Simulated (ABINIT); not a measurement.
## BP (F-43m): G0W0 with ABINIT, start to end

Wanted: ground state, empty states, screening and self-energy for BP (F-43m).

Method: PBE and many-body steps on it, plane waves, in ABINIT 10.8.3.

**1. The structure**

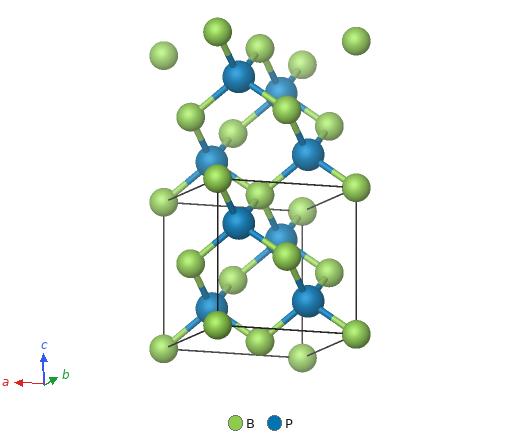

The cell as given, from a free direction (boron green, phosphorus blue). 1×1×2 cells are drawn. This picture shows the conventional cell, with its axes. Bonds to atoms that aren't drawn are left out. Some periodic images of atoms are drawn too.

The cell and positions come from the Crystallography Open Database and are kept as given unless a step says otherwise.

**2. Ground state**

This step: ABINIT 10.8.3; DFT, PBE, plane waves, norm-conserving pseudopotentials.

The ground-state density comes first.

Contents of run.abi:

```
acell 3*1.0 Angstrom
rprim 
  0.000000000000 2.269000000000 2.269000000000
  2.269000000000 0.000000000000 2.269000000000
  2.269000000000 2.269000000000 0.000000000000
ntypat 2
znucl 5 15
natom 2
typat 1 2
xred 
  0.000000000000 0.000000000000 0.000000000000
  0.250000000000 0.250000000000 0.250000000000
pp_dirpath "pseudos"
pseudos "B.upf, P.upf"
ecut 34
ngkpt 8 8 8
nshiftk 1
shiftk 0 0 0
kptopt 1
chksymbreak 0
nband 9
occopt 1
tolvrs 1e-10
nstep 60
prtwf 0
indata_prefix "in"
outdata_prefix "out"
tmpdata_prefix "tmp"
```

Started as:

```sh
$ OMP_NUM_THREADS=1 mpirun -n 4 abinit run.abi > log
```

Numbers of over 12 decimals in the logs are rounded to 6 here.

Log:

```text
.Version 10.8.3 of ABINIT. v10.8.2 released Aug 2026.

 Symmetries : space group F-4 3 m (#216); Bravais cF (face-center cubic)
================================================================================
 Values of the parameters that define the memory need of the present run
     intxc =       0    ionmov =       0      iscf =       7    lmnmax =       6
     lnmax =       6     mgfft =      32  mpssoang =       3    mqgrid =    3001
     natom =       2  nloc_mem =       1    nspden =       1   nspinor =       1
    nsppol =       1      nsym =      24    n1xccc =    2501    ntypat =       2
    occopt =       1   xclevel =       2
-    mband =           9        mffmem =           1         mkmem =           8
       mpw =        1506          nfft =       32768          nkpt =          29
================================================================================
  Rough estimation (10% accuracy) of disk space for files :
================================================================================

--------------------------------------------------------------------------------
------------- Echo of variables that govern the present computation ------------
--------------------------------------------------------------------------------
 -outvars: echo values of preprocessed input variables --------
            acell      1.8897261259E+00  1.8897261259E+00  1.8897261259E+00 Bohr

      chksymbreak           0
             ecut      3.40000000E+01 Hartree
-          fftalg         312

              ixc     -101130
              kpt      0.00000000E+00  0.00000000E+00  0.00000000E+00
                       1.25000000E-01  0.00000000E+00  0.00000000E+00
                       2.50000000E-01  0.00000000E+00  0.00000000E+00
                       3.75000000E-01  0.00000000E+00  0.00000000E+00
                       5.00000000E-01  0.00000000E+00  0.00000000E+00
                       1.25000000E-01  1.25000000E-01  0.00000000E+00
                       2.50000000E-01  1.25000000E-01  0.00000000E+00
                       3.75000000E-01  1.25000000E-01  0.00000000E+00
                       5.00000000E-01  1.25000000E-01  0.00000000E+00
   [... 18 further rows ...]
                      -3.75000000E-01  5.00000000E-01  1.25000000E-01
                      -2.50000000E-01  5.00000000E-01  2.50000000E-01
         kptrlatt        8    0    0      0    8    0      0    0    8
          kptrlen      4.85107901E+01
P           mkmem           8
            natom           2
            nband           9
            ngfft          32      32      32
             nkpt          29
            nstep          60
             nsym          24
           ntypat           2
              occ      2.000000  2.000000  2.000000  2.000000  0.000000  0.000000
[...]
prtwf           0
            rprim      0.0000000000E+00  2.2690000000E+00  2.2690000000E+00
[...]
spgroup         216

           tolvrs      1.00000000E-10

             xred      0.0000000000E+00  0.0000000000E+00  0.0000000000E+00
[...]
znucl        5.00000   15.00000

================================================================================

 chkinp: Checking input parameters for consistency.

================================================================================
== DATASET  1 ==================================================================
-   mpi_nproc: 4, omp_nthreads: 1 (-1 if OMP is not activated)

--- !DatasetInfo
iteration_state: {dtset: 1, }
dimensions: {natom: 2, nkpt: 29, mband: 9, nsppol: 1, nspinor: 1, nspden: 1, mpw: 1506, }
cutoff_energies: {ecut:  34.0, pawecutdg:  -1.0, }
electrons: {nelect:   8.00000000E+00, charge:   0.00000000E+00, occopt:   1.00000000E+00, tsmear:   1.00000000E-02, }

 Real(R)+Recip(G) space primitive vectors, cartesian coordinates (Bohr,Bohr^-1):
 R(1)=  0.0000000  4.2877886  4.2877886  G(1)= -0.1166102  0.1166102  0.1166102
 R(2)=  4.2877886  0.0000000  4.2877886  G(2)=  0.1166102 -0.1166102  0.1166102
 R(3)=  4.2877886  4.2877886  0.0000000  G(3)=  0.1166102  0.1166102 -0.1166102
 Unit cell volume ucvol=  1.5766311E+02 bohr^3
 Angles (23,13,12)=  6.00000000E+01  6.00000000E+01  6.00000000E+01 degrees

 getcut: wavevector=  0.0000  0.0000  0.0000  ngfft=  32  32  32
         ecut(hartree)=     34.000   => boxcut(ratio)=   2.01047

--- Pseudopotential description ------------------------------------------------
- B Generated using ONCVPSP code by D. R. Hamann
-  5.00000   3.00000  171031                  znucl, zion, pspdat
12 -101130 1 -1 1534                          pspcod,pspxc,lmax,lloc,mmax
     nproj     2     2     0
  pspatm : epsatm=    3.38844616
         --- l  ekb(1:nproj) -->
[...]
pspatm: atomic psp has been read  and splines computed

- P Generated using ONCVPSP code by D. R. Hamann
- 15.00000   5.00000  171031                  znucl, zion, pspdat
12 -101130 2 -1 1298                          pspcod,pspxc,lmax,lloc,mmax
     nproj     2     2     2
  pspatm : epsatm=    8.05910421
         --- l  ekb(1:nproj) -->
[...]
2   -3.154982   -0.827415
 pspatm: atomic psp has been read  and splines computed

   9.15804030E+01                                ecore*ucvol(ha*bohr**3)
--------------------------------------------------------------------------------

_setup2: Arith. and geom. avg. npw (full set) are    1493.475    1493.449

================================================================================

--- !BeginCycle
iteration_state: {dtset: 1, }
solver: {iscf: 7, nstep: 60, nline: 4, wfoptalg: 0, }
tolerances: {tolvrs: 1.00E-10, }

     iter   Etot(hartree)      deltaE(h)  residm     vres2
 ETOT  1  -9.869870    -9.870E+00 5.216E-02 9.030E+01
 ETOT  2  -9.892252    -2.238E-02 4.815E-03 1.817E+01
 ETOT  3  -9.896686    -4.435E-03 5.351E-03 1.261E-01
 ETOT  4  -9.896710    -2.323E-05 7.433E-03 2.373E-03
 ETOT  5  -9.896710    -1.775E-07 5.378E-03 4.971E-05
 ETOT  6  -9.896710    -3.536E-09 2.331E-03 6.175E-07
 ETOT  7  -9.896710    -5.026E-11 7.999E-04 1.692E-08
 ETOT  8  -9.896710    -9.450E-13 1.683E-04 3.445E-10
 ETOT  9  -9.896710     2.363E-13 6.151E-05 1.548E-12

 At SCF step    9       vres2   =  1.55E-12 < tolvrs=  1.00E-10 =>converged.

 Cartesian components of stress tensor (hartree/bohr^3)
  sigma(1 1)= -3.10467846E-05  sigma(3 2)=  0.00000000E+00
  sigma(2 2)= -3.10467846E-05  sigma(3 1)=  0.00000000E+00
  sigma(3 3)= -3.10467846E-05  sigma(2 1)=  0.00000000E+00

--- !ResultsGS
iteration_state: {dtset: 1, }
comment   : Summary of ground state results
lattice_vectors:
- [  0.0000000,   4.2877886,   4.2877886, ]
- [  4.2877886,   0.0000000,   4.2877886, ]
- [  4.2877886,   4.2877886,   0.0000000, ]
lattice_lengths: [   6.06385,    6.06385,    6.06385, ]
lattice_angles: [ 60.000,  60.000,  60.000, ] # degrees, (23, 13, 12)
lattice_volume:   1.5766311E+02
convergence: {deltae:  2.363E-13, res2:  1.548E-12, residm:  6.151E-05, diffor: null, }
etotal    :  -9.89670974E+00
entropy   :   0.00000000E+00
fermie    :   2.67006735E-01
cartesian_stress_tensor: # hartree/bohr^3
- [ -3.10467846E-05,   0.00000000E+00,   0.00000000E+00, ]
- [  0.00000000E+00,  -3.10467846E-05,   0.00000000E+00, ]
- [  0.00000000E+00,   0.00000000E+00,  -3.10467846E-05, ]
pressure_GPa:   9.1343E-01
xred      :
- [  0.0000E+00,   0.0000E+00,   0.0000E+00,  B]
- [  2.5000E-01,   2.5000E-01,   2.5000E-01,  P]
cartesian_forces: # hartree/bohr
- [  2.94365598E-30,   2.94365598E-30,  -8.83096793E-30, ]
- [ -2.94365598E-30,  -2.94365598E-30,   8.83096793E-30, ]
force_length_stats: {min:   9.76300239E-30, max:   9.76300239E-30, mean:   9.76300239E-30, }

 Integrated electronic density in atomic spheres:
 ------------------------------------------------
 Atom  Sphere_radius  Integrated_density
    1        2.00000          2.70990900
    2        2.00000          2.92263652
================================================================================

 ----iterations are completed or convergence reached----

 Mean square residual over all n,k,spin=   47.057E-08; max=  61.505E-06
 reduced coordinates (array xred) for    2 atoms
       0.000000000000      0.000000000000      0.000000000000
       0.250000000000      0.250000000000      0.250000000000
 rms dE/dt=  2.6609E-29; max dE/dt=  3.3658E-29; dE/dt below (all hartree)
    1       0.000000000000      0.000000000000     -0.000000000000
    2      -0.000000000000     -0.000000000000      0.000000000000

 cartesian coordinates (angstrom) at end:
    1      0.000000     0.000000     0.000000
    2      1.134500     1.134500     1.134500

 cartesian forces (hartree/bohr) at end:
    1      0.000000     0.000000    -0.000000
    2     -0.000000    -0.000000     0.000000
 frms,max,avg= 5.6366721E-30 8.8309679E-30   0.000E+00  0.000E+00  0.000E+00 h/b

 cartesian forces (eV/Angstrom) at end:
    1      0.000000     0.000000    -0.000000
    2     -0.000000    -0.000000     0.000000
 frms,max,avg= 2.8984933E-28 4.5410663E-28   0.000E+00  0.000E+00  0.000E+00 e/A
 length scales=  1.889726125908  1.889726125908  1.889726125908 bohr
              =  1.000000000000  1.000000000000  1.000000000000 angstroms
 prteigrs : about to open file out_EIG
 Fermi (or HOMO) energy (hartree) =   0.26701   Average Vxc (hartree)=  -0.39956
 Eigenvalues (hartree) for nkpt=  29  k points:
 kpt#   1, nband=  9, wtk=  0.00195, kpt=  0.0000  0.0000  0.0000 (reduced coord)
  -0.30111    0.26701    0.26701    0.26701    0.39220    0.39220    0.39220    0.53740
   0.69048
 prteigrs : prtvol=0 or 1, do not print more k-points.

--- !EnergyTerms
iteration_state     : {dtset: 1, }
comment             : Components of total free energy in Hartree
kinetic             :  4.64395738634320E+00
hartree             :  6.30836753486012E-01
xc                  : -3.32226206940715E+00
Ewald energy        : -1.04916197636976E+01
psp_core            :  5.80861330051174E-01
local_psp           : -2.96903600272399E+00
non_local_psp       :  1.03055262904093E+00
total_energy        : -9.89670973690742E+00
total_energy_eV     : -2.69303191215349E+02
band_energy         :  2.27567509801290E-01

 Cartesian components of stress tensor (hartree/bohr^3)
  sigma(1 1)= -3.10467846E-05  sigma(3 2)=  0.00000000E+00
  sigma(2 2)= -3.10467846E-05  sigma(3 1)=  0.00000000E+00
  sigma(3 3)= -3.10467846E-05  sigma(2 1)=  0.00000000E+00

-Cartesian components of stress tensor (GPa)         [Pressure=  9.1343E-01 GPa]
- sigma(1 1)= -9.13427938E-01  sigma(3 2)=  0.00000000E+00
- sigma(2 2)= -9.13427938E-01  sigma(3 1)=  0.00000000E+00
- sigma(3 3)= -9.13427938E-01  sigma(2 1)=  0.00000000E+00

== END DATASET(S) ==============================================================
================================================================================

 -outvars: echo values of variables after computation  --------
           etotal     -9.8967097369E+00
            nband           9
             nkpt          29
          spgroup         216
 [... the other variables as echoed above ...]

 Calculation completed.
```

Wall time 4.3 s (4 MPI ranks of Arm Neoverse V1, shared host); peak memory 0.25 GiB.

This step gave:

```
total energy               : -269.3032 eV
gap                        : 1.280 eV
k of the valence top       : 0, 0, 0
k of the conduction bottom : 0.375, 0.375, 0
least direct gap           : 3.407 eV
pressure                   : 0.9134 GPa
```

The gap is indirect, with the least direct gap 2.13 eV higher.

The cutoff was set for levels, not for stress, so the pressure can be off by some GPa.

[end of part 1 of 3]

[Paths, hosts, dates, memory and timing lines, banners, echoed tables and standing remarks are left out of the program output.]

[Logs are printed without paths, hosts, clocks, repeated set-up lines and the standing remarks that a program may print on its own settings, such as how far it seeks lower states.]

[Runs of the session that timed out or met a known fault of the program may be left out.]

[Hosts, paths, dates, database ids (printed as entryN), source tags and the programs' standing remarks are cut or masked in the printed files.]

[G0W0 gaps are taken among the corrected bands and points alone; a level outside them can change the order at an edge.]

[Where Ansatz stands beside ABINIT at settings called matched, ABINIT's density can come from a denser mesh and the files from another edition; pairs whose starting gaps differed by over 0.03 eV were left out, so agreement reads better than it is.]
